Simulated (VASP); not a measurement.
**Lattice of AlCr2C across functionals and dispersion corrections**

How much does the cell of AlCr2C depend on the functional? The levels: LDA, PBEsol, PBE, r2SCAN, PBE + D3(BJ), r2SCAN + rVV10, PBE + TS and optB86b-vdW. The start is a computed cell from the Materials Project.

Program: VASP 6.6.1. Level of theory: LDA, spin-polarised from a ferromagnetic start; plane waves and PAW (Al, Cr_pv, C), in the first sound run; inputs show where later runs differ. Results are calculated unless marked as measured.

### 1. The structure

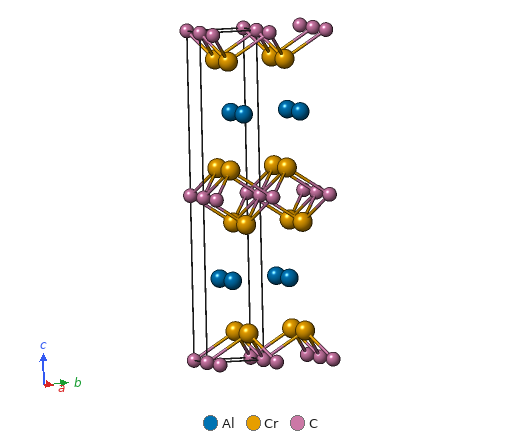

The starting structure, seen slightly off an axis (aluminium blue, chromium orange, carbon pink). 2×2×1 cells are drawn. Bonds to atoms that aren't drawn are left out. Some periodic images of atoms are drawn too.

### 2. Relaxation with LDA

Properties are meant for the cell that this level of theory prefers, so cell and atoms are relaxed first (ISIF = 3) until forces and stress are small; EDIFFG sets the threshold. LDA, the lowest rung, knows the local density alone.

INCAR reads:

```
SYSTEM = AlCr2C
PREC = Accurate
ENCUT = 560
EDIFF = 1E-06
NELM = 100
ISMEAR = -1
SIGMA = 0.05
LREAL = .FALSE.
ALGO = Normal
GGA = CA
NBANDS = 50
ISPIN = 2
MAGMOM = 0 0 3 3 3 3 0 0
LASPH = .TRUE.
LMAXMIX = 4
LORBIT = 11
LWAVE = .FALSE.
LCHARG = .FALSE.
KPAR = 8
IBRION = 2
NSW = 60
ISIF = 3
EDIFFG = -0.01
```

POSCAR reads:

```
AlCr2C
1.0
    2.8251010646      0.0000000000      0.0000000000
   -1.4125505323      2.4466092902      0.0000000000
    0.0000000000      0.0000000000     12.6013736800
Al Cr C
2 4 2
Direct
    0.6666666700      0.3333333300      0.2500000000
    0.3333333300      0.6666666700      0.7500000000
    0.3333333300      0.6666666700      0.4149411600
    0.6666666700      0.3333333300      0.9149411600
    0.6666666700      0.3333333300      0.5850588400
    0.3333333300      0.6666666700      0.0850588400
    0.0000000000      0.0000000000      0.5000000000
    0.0000000000      0.0000000000      0.0000000000
```

KPOINTS reads:

```
Automatic mesh
0
Gamma
9 9 2
0 0 0
```

Potentials, in the order of the species: Al, Cr_pv and C (PBE family, release 64).

Started as:

```console
$ mpirun -np 8 vasp_std
```

Numbers of over 12 decimals in the logs are rounded to 6 here.

What it wrote:

```text
[banner, memory and clock lines left out]
running    8 mpi-ranks, on    1 nodes
 distrk:  each k-point on    1 cores,    8 groups
 distr:  one band on    1 cores,    1 groups

 POSCAR found type information on POSCAR AlCrC
 POSCAR found :  3 types and       8 ions
|                                                                             |
|           W    W    AA    RRRRR   N    N  II  N    N   GGGG   !!!           |
|           W    W   A  A   R    R  NN   N  II  NN   N  G    G  !!!           |
|           W    W  A    A  R    R  N N  N  II  N N  N  G       !!!           |
|           W WW W  AAAAAA  RRRRR   N  N N  II  N  N N  G  GGG   !            |
|           WW  WW  A    A  R   R   N   NN  II  N   NN  G    G                |
|           W    W  A    A  R    R  N    N  II  N    N   GGGG   !!!           |
|                                                                             |
|     For optimal performance we recommend to set                             |
|       NCORE = 2 up to number-of-cores-per-socket                            |
|     NCORE specifies how many cores store one orbital (NPAR=cpu/NCORE).      |
|     This setting can greatly improve the performance of VASP for DFT.       |
|     The default, NCORE=1 might be grossly inefficient on modern             |
|     multi-core architectures or massively parallel machines. Do your        |
|     Unfortunately you need to use the default for GW and RPA                |
|     calculations (for HF NCORE is supported but not extensively tested      |
|     yet).                                                                   |
|                                                                             |

|                                                                             |
|               ----> ADVICE to this user running VASP <----                  |
|                                                                             |
|     You enforced a specific xc type in the INCAR file but a different       |
|     [... a line on the potential file left out ...]
|     I HOPE YOU KNOW WHAT YOU ARE DOING!                                     |
|                                                                             |

 LDA part: xc-table for (Slater(with rela. corr.)+CA(PZ))
 , standard interpolation
 POSCAR, INCAR and KPOINTS ok, starting setup
 FFT: planning ... GRIDC
 FFT: planning ... GRID_SOFT
 FFT: planning ... GRID
 WAVECAR not read
 entering main loop
       N       E                     dE             d eps       ncg     rms          rms(c)
DAV:   1     0.757947066817E+03    0.75795E+03   -0.33634E+04  4800   0.146E+03
DAV:   2    -0.279825060018E+02   -0.78593E+03   -0.74198E+03  4808   0.452E+02
DAV:   3    -0.838072783781E+02   -0.55825E+02   -0.53422E+02  5440   0.128E+02
DAV:   4    -0.857676841563E+02   -0.19604E+01   -0.19443E+01  5302   0.220E+01
DAV:   5    -0.858141435110E+02   -0.46459E-01   -0.46443E-01  6474   0.327E+00    0.512E+01
DAV:   6    -0.767395798253E+02    0.90746E+01   -0.93781E+01  5884   0.767E+01    0.251E+01
DAV:   7    -0.728605576769E+02    0.38790E+01   -0.35614E+01  5450   0.505E+01    0.139E+01
DAV:   8    -0.724206708113E+02    0.43989E+00   -0.35200E+00  5432   0.121E+01    0.561E+00
DAV:   9    -0.727062894511E+02   -0.28562E+00   -0.40924E-01  5880   0.449E+00    0.317E+00
DAV:  10    -0.728500046328E+02   -0.14372E+00   -0.49010E-02  6066   0.146E+00    0.259E+00
DAV:  11    -0.730190031555E+02   -0.16900E+00   -0.48299E-02  6046   0.129E+00    0.154E+00
DAV:  12    -0.730566691712E+02   -0.37666E-01   -0.22560E-02  6298   0.856E-01    0.822E-01
DAV:  13    -0.730571098592E+02   -0.44069E-03   -0.10705E-02  5530   0.521E-01    0.309E-01
DAV:  14    -0.730584529926E+02   -0.13431E-02   -0.16905E-03  5998   0.257E-01    0.107E-01
DAV:  15    -0.730584815897E+02   -0.28597E-04   -0.13393E-04  6234   0.715E-02    0.546E-02
DAV:  16    -0.730584743096E+02    0.72802E-05   -0.26143E-05  6382   0.261E-02    0.231E-02
DAV:  17    -0.730584788191E+02   -0.45095E-05   -0.54691E-06  5204   0.153E-02    0.903E-03
DAV:  18    -0.730584794977E+02   -0.67865E-06   -0.15519E-06  4198   0.754E-03
   1 F= -.73058479E+02 E0= -.73032024E+02  d E =-.730585E+02  mag=    -0.0023
 curvature:   0.00 expect dE= 0.000E+00 dE for cont linesearch  0.000E+00
 trial: gam= 0.00000 g(F)=  0.330E-01 g(S)=  0.319E+00 ort = 0.000E+00 (trialstep = 0.100E+01)
 search vector abs. value=  0.352E+00
 bond charge predicted
       N       E                     dE             d eps       ncg     rms          rms(c)
DAV:   1    -0.783174986989E+02   -0.52590E+01   -0.89541E+01  5148   0.951E+01    0.255E+01
DAV:   2    -0.756570766297E+02    0.26604E+01   -0.38161E+01  5220   0.491E+01    0.132E+01
DAV:   3    -0.731610365534E+02    0.24960E+01   -0.94598E+00  5384   0.273E+01    0.476E+00
DAV:   4    -0.729388989154E+02    0.22214E+00   -0.10041E+00  5298   0.630E+00    0.124E+00
DAV:   5    -0.729335771434E+02    0.53218E-02   -0.33707E-02  6374   0.113E+00    0.749E-01
DAV:   6    -0.729272392652E+02    0.63379E-02   -0.11291E-02  5490   0.501E-01    0.105E-01
DAV:   7    -0.729271321683E+02    0.10710E-03   -0.57503E-04  6946   0.155E-01    0.513E-02
DAV:   8    -0.729271077461E+02    0.24422E-04   -0.11336E-04  5890   0.747E-02    0.287E-02
DAV:   9    -0.729271041163E+02    0.36298E-05   -0.15542E-05  5758   0.232E-02    0.162E-02
DAV:  10    -0.729271039512E+02    0.16518E-06   -0.62327E-06  5126   0.128E-02
   2 F= -.72927104E+02 E0= -.72904028E+02  d E =0.131376E+00  mag=    -0.0001
[...]
3 F= -.73126837E+02 E0= -.73101646E+02  d E =-.683570E-01  mag=     0.0001
[...]
4 F= -.73126854E+02 E0= -.73101690E+02  d E =-.683745E-01  mag=     0.0000
[...]
5 F= -.73128095E+02 E0= -.73102862E+02  d E =-.124084E-02  mag=    -0.0000
 trial-energy change:   -0.001241  1 .order   -0.001249   -0.002041   -0.000456
 step:   1.1392(harm=  1.1289)  dis= 0.00559  next Energy=   -73.128163 (dE=-0.131E-02)
 bond charge predicted
       N       E                     dE             d eps       ncg     rms          rms(c)
DAV:   1    -0.731280258591E+02    0.69721E-04   -0.33019E-02  6764   0.326E+00    0.146E-01
DAV:   2    -0.731282684793E+02   -0.24262E-03   -0.63245E-03  5096   0.532E-01    0.106E-01
DAV:   3    -0.731281725076E+02    0.95972E-04   -0.58287E-04  5136   0.203E-01    0.398E-02
DAV:   4    -0.731281525729E+02    0.19935E-04   -0.69997E-05  5360   0.560E-02    0.159E-02
DAV:   5    -0.731281508914E+02    0.16815E-05   -0.12563E-05  5516   0.255E-02    0.122E-02
DAV:   6    -0.731281503230E+02    0.56837E-06   -0.30384E-06  4402   0.158E-02
   6 F= -.73128150E+02 E0= -.73102899E+02  d E =-.129629E-02  mag=     0.0000
 curvature:  -0.57 expect dE=-0.311E-05 dE for cont linesearch -0.173E-05
 trial: gam= 0.00000 g(F)=  0.175E-05 g(S)=  0.370E-05 ort =-0.846E-04 (trialstep = 0.929E+00)
 search vector abs. value=  0.545E-05
 reached required accuracy - stopping structural energy minimisation
```

It took 7.9 min on 8 MPI ranks of AMD EPYC 7571, shared host; peak memory 2.5 GiB; 50 min of CPU time.

The logs omit lines about the potential files and the build; timing stands in the text.

From OUTCAR (step 2):

```text
ion  position               nearest neighbor table
   1  0.667  0.333  0.250-   3 2.64   6 2.64   3 2.64   6 2.64   3 2.64   6 2.64
   2  0.333  0.667  0.750-   4 2.64   5 2.64   4 2.64   5 2.64   4 2.64   5 2.64
   3  0.333  0.667  0.415-   7 1.95   7 1.95   7 1.95   1 2.64   1 2.64   1 2.64   5 2.69   5 2.69
                             5 2.69
   4  0.667  0.333  0.915-   8 1.95   8 1.95   8 1.95   2 2.64   2 2.64   2 2.64   6 2.69   6 2.69
                             6 2.69
   5  0.667  0.333  0.585-   7 1.95   7 1.95   7 1.95   2 2.64   2 2.64   2 2.64   3 2.69   3 2.69
                             3 2.69
   6  0.333  0.667  0.085-   8 1.95   8 1.95   8 1.95   1 2.64   1 2.64   1 2.64   4 2.69   4 2.69
                             4 2.69
   7  0.000  0.000  0.500-   3 1.95   5 1.95   3 1.95   5 1.95   5 1.95   3 1.95
   8  0.000  0.000  0.000-   4 1.95   6 1.95   6 1.95   4 1.95   4 1.95   6 1.95

  LATTYP: Found a hexagonal cell.
 ALAT       =     2.8251010646
 C/A-ratio  =     4.4605036747

 Subroutine GETGRP returns: Found 24 space group operations
 (whereof 12 operations were pure point group operations)

The static configuration has the point symmetry D_3d.
 The point group associated with its full space group is D_6h.

 Found     24 irreducible k-points:

   k-points           NKPTS =     24   k-points in BZ     NKDIM =     24   number of bands    NBANDS=     50

   dimension x,y,z NGX =    24 NGY =   24 NGZ =   98
   dimension x,y,z NGXF=    48 NGYF=   48 NGZF=  196

   ENCUT  =  560.0 eV  41.16 Ry    6.42 a.u.   5.45  5.45 24.31*2*pi/ulx,y,z

   NELECT =      62.0000    total number of electrons

 k-points in reciprocal lattice and weights: Automatic mesh
   0.00000000  0.00000000  0.00000000       0.006
   0.11111111  0.00000000  0.00000000       0.037
   0.22222222  0.00000000  0.00000000       0.037
   0.33333333  0.00000000  0.00000000       0.037
   0.44444444  0.00000000  0.00000000       0.037
   0.11111111  0.11111111  0.00000000       0.037
   0.22222222  0.11111111  0.00000000       0.074
   0.33333333  0.11111111  0.00000000       0.074
   0.44444444  0.11111111  0.00000000       0.037
[...]
0.33333333  0.22222222  0.50000000       0.074
   0.33333333  0.33333333  0.50000000       0.012

 average (electrostatic) potential at core
       1 -68.9902       2 -68.9902       3 -65.9129       4 -65.9129       5 -65.9129
       6 -65.9129       7 -44.6519       8 -44.6519

 E-fermi :  10.2697

 spin component 1
 k-point     1 :       0.0000    0.0000    0.0000
  band No.  band energies     occupation
    ...
     30       9.1594      1.00000
     31      10.0754      0.97988
     32      10.0754      0.97988
     33      10.1078      0.96222
     34      10.1078      0.96222
     35      10.9028      0.00000
     36      10.9028      0.00000
     37      10.9536      0.00000
     38      10.9536      0.00000
     39      13.1910      0.00000
    ...

 k-point     2 :       0.1111    0.0000    0.0000
  band No.  band energies     occupation
    ...
     30       9.3282      1.00000
     31       9.7353      0.99998
     32      10.0208      0.99316
     33      10.0339      0.99113
     34      10.0562      0.98621
     35      10.9838      0.00000
     36      11.0085      0.00000
     37      11.0384      0.00000
     38      11.1780      0.00000
     39      13.2929      0.00000
    ...

 k-point     3 :       0.2222    0.0000    0.0000
  band No.  band energies     occupation
    ...
     30       9.6642      0.99999
     31       9.7106      0.99999
     32      10.0920      0.97219
     33      10.2443      0.62425
     34      10.2695      0.50073
     35      11.0618      0.00000
     36      11.1323      0.00000
     37      11.1817      0.00000
     38      11.7505      0.00000
     39      13.3736      0.00000
    ...

 k-point     4 :       0.3333    0.0000    0.0000
  band No.  band energies     occupation
    ...
     27       8.4320      1.00000
     28       8.6100      1.00000
     29      10.1033      0.96534
     30      10.1419      0.92790
     31      10.2132      0.75583
     32      10.3443      0.18350
     33      10.8661      0.00001
     34      10.8738      0.00001
     35      11.0920      0.00000
     36      11.1810      0.00000
    ...

 k-point     5 :       0.4444    0.0000    0.0000
  band No.  band energies     occupation
    ...
     24       7.0214      1.00000
     25       7.2467      1.00000
     26       7.4344      1.00000
     27       8.1159      1.00000
     28       8.2429      1.00000
     29      10.4056      0.06190
     30      10.5597      0.00302
     31      10.6669      0.00035
     32      10.6712      0.00033
     33      11.1267      0.00000
    ...

 k-point     6 :       0.1111    0.1111    0.0000
  band No.  band energies     occupation
    ...
     30       9.5353      1.00000
     31       9.6133      1.00000
     32      10.0275      0.99218
     33      10.0658      0.98333
     34      10.2440      0.62582
     35      10.9447      0.00000
     36      11.0511      0.00000
     37      11.2683      0.00000
     38      11.7106      0.00000
     39      13.3862      0.00000
    ...

  Total        0.0055939      0.0055939      0.0234594      0.0000000      0.0000000      0.0000000
  in kB        0.1062504      0.1062504      0.4455886      0.0000000      0.0000000      0.0000000
  external PRESSURE =       0.2193631 kB  Pullay stress =       0.0000000 kB

  energy-cutoff  :      560.00
  volume of cell :       84.35
      direct lattice vectors                 reciprocal lattice vectors
     2.795100334 -0.000000000  0.000000000     0.357768910  0.206557977 -0.000000000
    -1.397550167  2.420627896 -0.000000000     0.000000000  0.413115953 -0.000000000
    -0.000000000  0.000000000 12.467167478    -0.000000000  0.000000000  0.080210682

 POSITION                                       TOTAL-FORCE (eV/Angst)
 -----------------------------------------------------------------------------------
      1.39755      0.80688      3.11679         0.000000     -0.000000     -0.000000
     -0.00000      1.61375      9.35038         0.000000     -0.000000     -0.000000
     -0.00000      1.61375      5.17478        -0.000000      0.000000      0.003013
      1.39755      0.80688     11.40836         0.000000     -0.000000      0.003013
      1.39755      0.80688      7.29239         0.000000     -0.000000     -0.003013
     -0.00000      1.61375      1.05880        -0.000000      0.000000     -0.003013
     -0.00000      0.00000      6.23358         0.000000     -0.000000     -0.000000
     -0.00000      0.00000      0.00000         0.000000     -0.000000     -0.000000
 -----------------------------------------------------------------------------------
    total drift:                               -0.000008      0.000005     -0.000000

  FREE ENERGIE OF THE ION-ELECTRON SYSTEM (eV)
  ---------------------------------------------------
  free  energy   TOTEN  =       -73.1281503230 eV

  energy  without entropy=      -73.0776486524  energy(sigma->0) =      -73.10289949

 reached required accuracy - stopping structural energy minimisation

 total charge
# of ion       s       p       d       tot
------------------------------------------
    1        0.412   0.417   0.000   0.829
    2        0.412   0.417   0.000   0.829
    3        0.333   6.454   4.472  11.258
    4        0.333   6.454   4.472  11.258
    5        0.333   6.454   4.472  11.258
    6        0.333   6.454   4.472  11.258
    7        0.896   1.603   0.000   2.499
    8        0.896   1.603   0.000   2.499
--------------------------------------------------
tot          3.947  29.855  17.887  51.689

 magnetization (x)
# of ion       s       p       d       tot
------------------------------------------
    1       -0.000   0.000   0.000   0.000
    2       -0.000   0.000   0.000   0.000
    3       -0.000  -0.000  -0.000  -0.000
    4       -0.000  -0.000  -0.000  -0.000
    5       -0.000  -0.000  -0.000  -0.000
    6       -0.000  -0.000  -0.000  -0.000
    7        0.000   0.000   0.000   0.000
    8        0.000   0.000   0.000   0.000
--------------------------------------------------
tot         -0.000   0.000  -0.000  -0.000

[... 2 further parts left out ...]
```

CONTCAR:

```
AlCr2C
   1.00000000000000
     2.7951003343481426   -0.0000000000000000    0.0000000000000000
    -1.3975501671740713    2.4206278956698730   -0.0000000000000000
    -0.0000000000000000    0.0000000000000000   12.4671674781300919
  Al              Cr              C
     2     4     2
Direct
     0.6666666699999979    0.3333333300000021    0.2500000000000000
     0.3333333300000021    0.6666666699999979    0.7500000000000000
     0.3333333300000021    0.6666666699999979    0.4150726312805432
     0.6666666699999979    0.3333333300000021    0.9150726312805431
     0.6666666699999979    0.3333333300000021    0.5849273687194569
     0.3333333300000021    0.6666666699999979    0.0849273687194569
     0.0000000000000000    0.0000000000000000    0.5000000000000000
     0.0000000000000000    0.0000000000000000    0.0000000000000000
```

The moments of the start collapse, so the state is non-magnetic; other starts or orders were not tried. The k-mesh is coarse for a metal. The PAW data sets were made with PBE, though LDA sets exist; this is a small mismatch. The run keeps the 24 symmetry operations of its start, so it cannot find a distortion of lower symmetry.

Relaxation path:

| step | energy less that of the first step (eV) | largest force (eV/Å) | pressure (GPa) | volume (Å³) |
| --- | --- | --- | --- | --- |
| 1 | 0.0000 | 0.4137 | -7.72 | 87.10 |
| 2 | 0.1314 | 1.1228 | 14.59 | 80.65 |
| 3 | -0.0684 | 0.0957 | -0.35 | 84.64 |
| 4 | -0.0684 | 0.1066 | -0.17 | 84.59 |
| 5 | -0.0696 | 0.0222 | -0.06 | 84.41 |
| 6 | -0.0697 | 0.0030 | 0.02 | 84.35 |

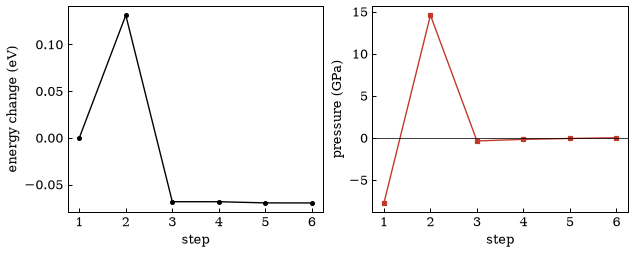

Energy and pressure along the relaxation.

```
conventional cell, symmetrised  before   after  change
                         a (Å)   2.825   2.795  -1.1 %
                         b (Å)   2.825   2.795  -1.1 %
                         c (Å)  12.601  12.467  -1.1 %
              volume (Å³/atom)   10.89   10.54  -3.2 %
```

Final coordinates:

```xyz
8
Lattice="2.7951 0.0000 0.0000 -1.3976 2.4206 0.0000 0.0000 0.0000 12.4672" Properties=species:S:1:pos:R:3 pbc="T T T"
Al    1.3976    0.8069    3.1168
Al    0.0000    1.6138    9.3504
Cr    0.0000    1.6138    5.1748
Cr    1.3976    0.8069   11.4084
Cr    1.3976    0.8069    7.2924
Cr    0.0000    1.6138    1.0588
C     0.0000    0.0000    6.2336
C     0.0000    0.0000    0.0000
```

Numbers from this step:

```yaml
electrons: 62
bands: 50
irreducible_k_points: 24
symmetry_operations: 24
free_energy_toten: -73.1282 eV
energy_at_zero_smearing: -73.1029 eV
fermi_energy: 10.27 eV
pressure: 0.02194 GPa
metallic: yes
scf_cycles_over_all_ionic_steps: 57
```

The spin moment in the PAW sphere vanishes on all atoms.

It ends with a largest force of 0.003 eV/Å and a pressure of 0.02 GPa. The conventional cell has a = 2.795 and c = 12.467 Å. The moments are lost on the way, which shrinks a magnet's cell; a magnetic solution may have been missed.

[end of part 1 of 4]

[Lines on the potential files, build, host, timing and source positions are cut from VASP's logs without a mark.]

[Logs are printed without paths, hosts, clocks, repeated set-up lines and the standing remarks that a program may print on its own settings, such as how far it seeks lower states.]

[Hosts, paths, dates, database ids (printed as entryN), source tags and the programs' standing remarks are cut or masked in the printed files.]

[A measured line is paired with the nearest computed mode of its activity, which favours agreement.]
